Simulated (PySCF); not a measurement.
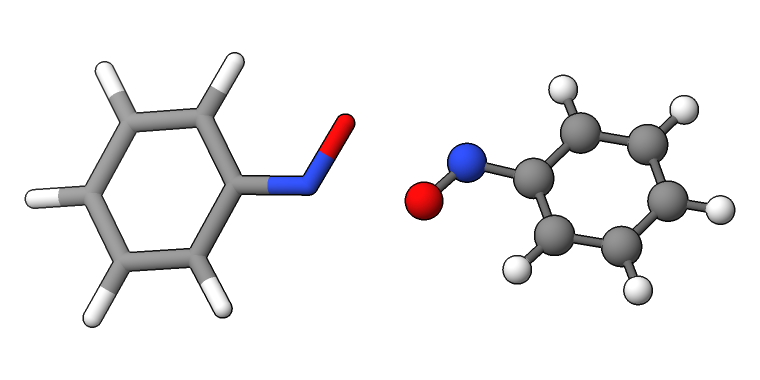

Two views of one molecule. Colours: oxygen red, nitrogen blue, carbon grey, hydrogen white.

The geometry was computed by an optimisation with GFN2-xTB. No frequency run is at hand to confirm it as a minimum.

Describe the molecule.

It has 13 atoms: 6 carbon, 5 hydrogen, 1 nitrogen and 1 oxygen (C₆H₅NO). As SMILES it reads `O=Nc1ccccc1`. Independent rings (smallest set): 1 of 6 members, 1 of them aromatic. This geometry has Cs symmetry. All atoms lie on one plane. Coordination: 1 N bent; 6 C trigonal planar.

More results for the same structure follow; atom numbers are the same in all pictures, views and colours differ.

### Shape

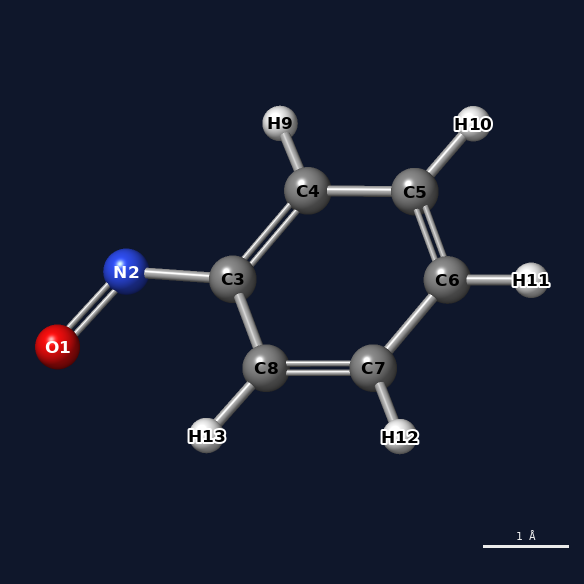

Numbered structure. No frequency run is at hand to confirm it as a minimum.

List the bonds and their lengths.

```json
{"bond": "O1–N2", "length (Å)": "1.226", "order": "double"}
{"bond": "N2–C3", "length (Å)": "1.399", "order": "single"}
{"bond": "C3–C4", "length (Å)": "1.399", "order": "aromatic"}
{"bond": "C3–C8", "length (Å)": "1.401", "order": "aromatic"}
{"bond": "C4–C5", "length (Å)": "1.380", "order": "aromatic"}
{"bond": "C4–H9", "length (Å)": "1.079", "order": "single"}
{"bond": "C5–C6", "length (Å)": "1.389", "order": "aromatic"}
{"bond": "C5–H10", "length (Å)": "1.080", "order": "single"}
{"bond": "C6–C7", "length (Å)": "1.389", "order": "aromatic"}
{"bond": "C6–H11", "length (Å)": "1.080", "order": "single"}
{"bond": "C7–C8", "length (Å)": "1.378", "order": "aromatic"}
{"bond": "C7–H12", "length (Å)": "1.080", "order": "single"}
{"bond": "C8–H13", "length (Å)": "1.081", "order": "single"}
```

### Ring current

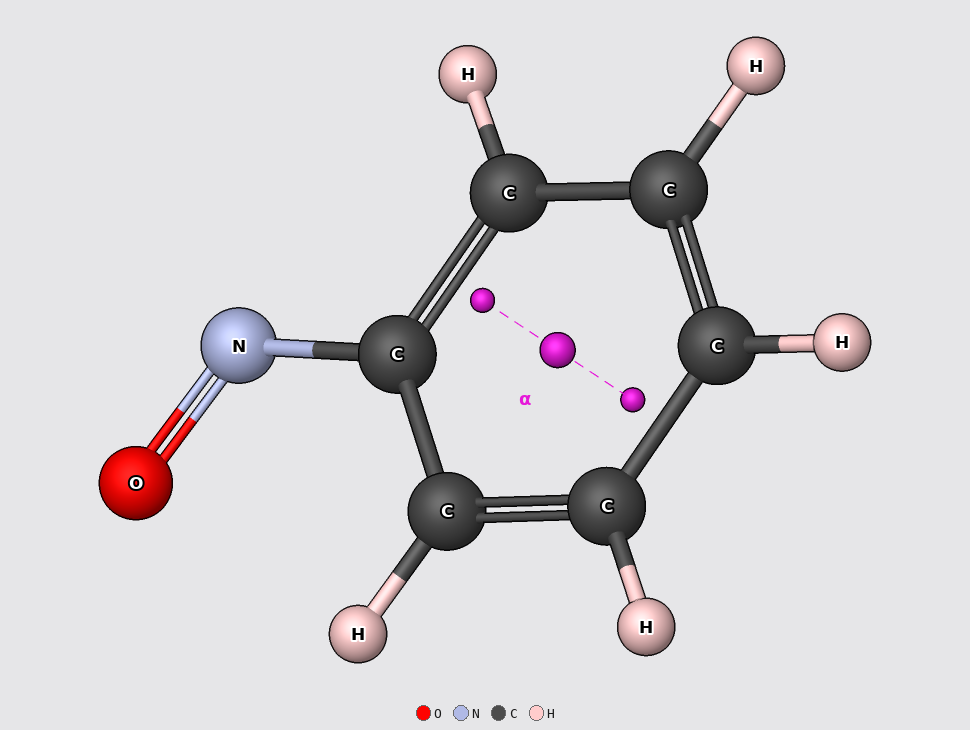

The small points mark where nucleus-independent chemical shifts (NICS) were computed: at the centre of each lettered ring and 1 Å above and below it. No frequency run is at hand to confirm it as a minimum. Method: GIAO PBE0/pcSseg-1 NMR shielding, non-relativistic, gas phase (PySCF 2.14.0).

Give NICS(0), NICS(1) and the out-of-plane component NICS(1)zz for each ring (means of the two sides).

```csv
ring,members,NICS(0),NICS(1),NICS(1)zz
α,C6,−7.4,−10.3,−26.4
```

Values in ppm.

What do the values say about the ring currents?

Ring α: diatropic, as in an aromatic ring. NICS is one index among several.

### Quadrupole coupling

No frequency run is at hand to confirm it as a minimum. Electric field gradients from the ground-state density, PBE0/pcSseg-1 (PySCF 2.14.0), non-relativistic apart from any core potentials.

Give the largest field-gradient component, the quadrupole coupling constant and the asymmetry for 17O at O1 (Q = −25.6 mb), 14N at N2 (Q = 20.44 mb), 2H at H9 (Q = 2.86 mb), 2H at H10 (Q = 2.86 mb).

| atom | V_zz (a.u.) | e²qQ/h (MHz) | η |
| --- | --- | --- | --- |
| O1 | −2.992 | 18.00 | 0.16 |
| N2 | −1.538 | −7.39 | 0.57 |
| H9 | 0.325 | 0.219 | 0.04 |
| H10 | 0.326 | 0.219 | 0.06 |

### Electronic properties

No frequency run is at hand to confirm it as a minimum. Method: PBE0/pcSseg-1, gas phase (PySCF 2.14.0).

Estimate the dipole moment.

4.12 D.

Give the HOMO–LUMO gap at this level.

3.55 eV.

What is the HOMO energy (Kohn–Sham orbital)?

−6.48 eV.

### Charges

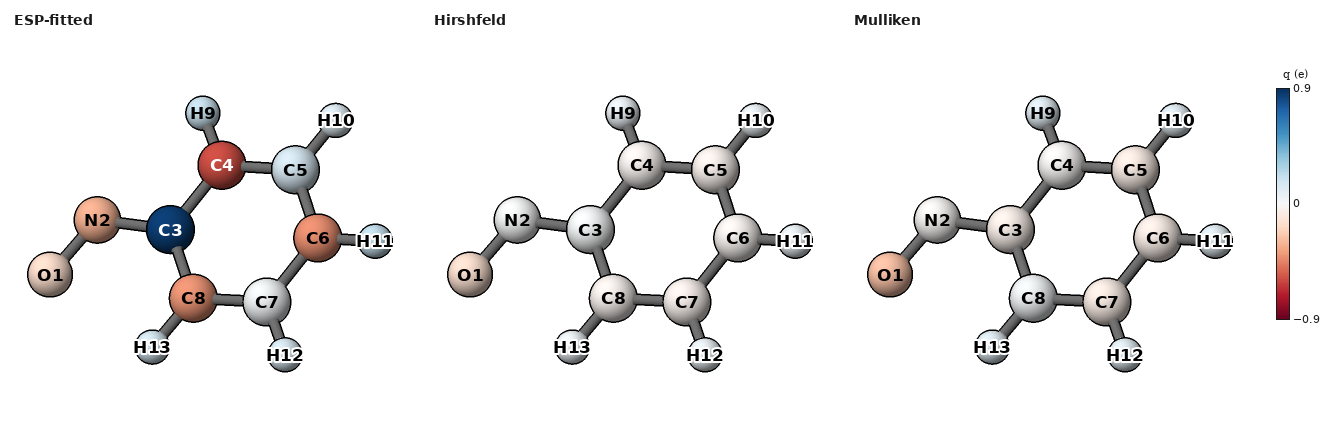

Atomic charges of one calculation by 3 schemes, on one colour scale. No frequency run is at hand to confirm it as a minimum. Computed with PBE0/pcSseg-1 (PySCF 2.14.0).

Which scheme gives the most polar picture (largest mean size of the charges)?

The ESP-fitted charges are the largest in size here, and the Hirshfeld charges the smallest.

On which atom do the schemes disagree most?

On C3 (from −0.05 to 0.85 e).

List the charges (e), one line for each set of equivalent atoms.

```csv
atom,ESP-fitted,Hirshfeld,Mulliken
O1,−0.16,−0.14,−0.26
N2,−0.31,0.01,−0.01
C3,0.85,0.01,−0.05
C4,−0.58,−0.03,−0.01
C5,0.15,−0.04,−0.07
C6,−0.41,−0.02,−0.06
C7,0.02,−0.04,−0.07
C8,−0.39,−0.03,0.02
H9,0.20,0.06,0.10
H10,0.12,0.06,0.10
H11,0.21,0.06,0.10
H12,0.14,0.06,0.10
H13,0.16,0.05,0.11
```

Mulliken values depend strongly on the basis set and can even reverse the polarity of a bond.
